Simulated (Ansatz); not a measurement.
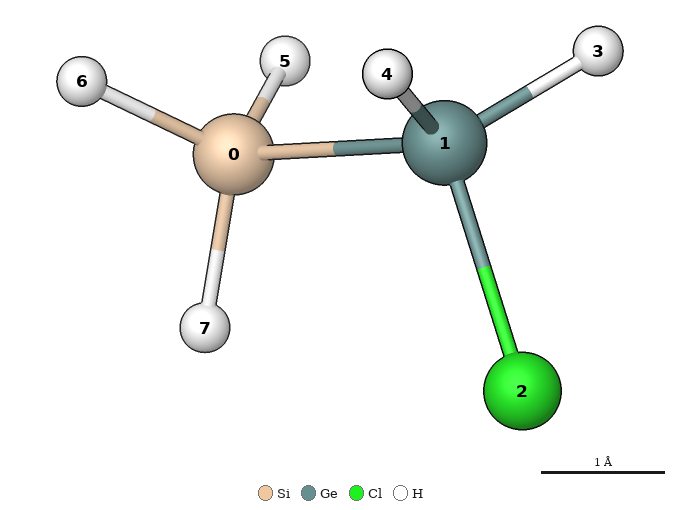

The structure as it stands in the input. Atoms are numbered from 0, in the order of the input.

The calculation was set up as follows.

```yaml
crystal:
  periodic: [false, false, false]
  atoms:
    - {symbol: Si, position_ang: [-0.301887, 0.355929, 1.162052]}
    - {symbol: Ge, position_ang: [0.196004, -0.162598, -1.118356]}
    - {symbol: Cl, position_ang: [1.205391, -2.080778, -1.148695]}
    - {symbol: H, position_ang: [-1.050895, -0.331508, -2.001416]}
    - {symbol: H, position_ang: [1.163838, 0.830482, -1.781829]}
    - {symbol: H, position_ang: [-1.771105, 0.500391, 1.329880]}
    - {symbol: H, position_ang: [0.359368, 1.632498, 1.537302]}
    - {symbol: H, position_ang: [0.199287, -0.744517, 2.021062]}
basis:
  gaussian: {orbitals: def2-SVP}
hamiltonian: {xc: {name: CAM-B3LYP}, dispersion: d4}
neb:
  images: 3
  climbing: false
  max_iterations: 25
  initial_path: idpp
  max_displacement: 0.3
  final_atoms:
    - {symbol: Si, position_ang: [-0.099505, -0.096300, 1.499032]}
    - {symbol: Ge, position_ang: [-0.195991, 0.735424, -1.756707]}
    - {symbol: Cl, position_ang: [0.643439, -1.163771, -0.140989]}
    - {symbol: H, position_ang: [-0.832399, -0.412036, -2.651705]}
    - {symbol: H, position_ang: [1.211137, 0.631952, -2.485794]}
    - {symbol: H, position_ang: [-1.555534, 0.050185, 1.311270]}
    - {symbol: H, position_ang: [0.611973, 1.195059, 1.549769]}
    - {symbol: H, position_ang: [0.216882, -0.940612, 2.675125]}
```

It was started with:

```sh
ansatz run in.yaml --threads 4 --pin off --events-out ev --progress --plain --max-ram 9574MiB
```

What the program printed (its end):

```
mean field -76989.20121844 eV, -2829.3009596226 hartree, gradient 1.7e-6 eV, S^2 0.000000; 0 other end points of the search recorded, 0 dependent functions left out
the calculation of the forces begins
reference -76989.20134577 eV, -2829.3009643020 hartree; 34, 34 occupied and 59, 59 virtual orbitals, 959 factors
these checks for a lower state are left out or cut short: stability, starts, cluster_reference, orbital_swaps, neighbouring_geometries, increment
959 factors; integrals over basis functions are off by at most 3.7e-4 eV
329 factors; integrals over basis functions are off by at most 1.0e-6 eV
mean field -76989.21378454 eV, -2829.3014214183 hartree, gradient 1.8e-6 eV, S^2 0.000000; 0 other end points of the search recorded, 0 dependent functions left out
the calculation of the forces begins
reference -76989.21391090 eV, -2829.3014260622 hartree; 34, 34 occupied and 59, 59 virtual orbitals, 959 factors
these checks for a lower state are left out or cut short: stability, starts, cluster_reference, orbital_swaps, neighbouring_geometries, increment
959 factors; integrals over basis functions are off by at most 3.9e-4 eV
329 factors; integrals over basis functions are off by at most 1.3e-6 eV
mean field -76989.22694241 eV, -2829.3019049611 hartree, gradient 2.6e-6 eV, S^2 0.000000; 0 other end points of the search recorded, 0 dependent functions left out
the calculation of the forces begins
reference -76989.22706937 eV, -2829.3019096270 hartree; 34, 34 occupied and 59, 59 virtual orbitals, 959 factors
these checks for a lower state are left out or cut short: stability, starts, cluster_reference, orbital_swaps, neighbouring_geometries, increment
959 factors; integrals over basis functions are off by at most 3.8e-4 eV
329 factors; integrals over basis functions are off by at most 1.1e-6 eV
mean field -76989.21613459 eV, -2829.3015077811 hartree, gradient 3.0e-6 eV, S^2 0.000000; 0 other end points of the search recorded, 0 dependent functions left out
the calculation of the forces begins
reference -76989.21626210 eV, -2829.3015124670 hartree; 34, 34 occupied and 59, 59 virtual orbitals, 959 factors
NEB iter   5: max|band force component| = 3.445e-2 eV/Å  barrier→ = 1.5894 eV  barrier← = 0.3120 eV  Δτ_max = 0.0000 Å  (516 SCF iters)
Total energy: -76989.45672985 eV, -2829.3103494940 hartree
Atom 0 at     0.014530    -0.268082     1.264623 Å, force     0.110076    -0.237987     0.134227 eV/Å
Atom 1 at    -0.289106     0.810139    -1.318151 Å, force    -0.174477     0.356454    -0.176108 eV/Å
Atom 2 at     0.769273    -1.350005    -0.495052 Å, force    -0.150661     0.237637     0.267557 eV/Å
Atom 3 at    -1.172930     0.092331    -2.393385 Å, force     0.063914    -0.031229    -0.160139 eV/Å
Atom 4 at     0.942506     1.208102    -2.198995 Å, force     0.019224    -0.058262    -0.165737 eV/Å
Atom 5 at    -1.461464    -0.173429     1.343555 Å, force     0.075407    -0.087120    -0.068104 eV/Å
Atom 6 at     0.734362     0.988085     1.576740 Å, force     0.043088    -0.105558    -0.074152 eV/Å
Atom 7 at     0.462829    -1.307242     2.220666 Å, force     0.013429    -0.073935     0.242456 eV/Å
Dipole moment:    -0.057782     0.061297     0.257315 e Å
```

Self-consistency was reached.
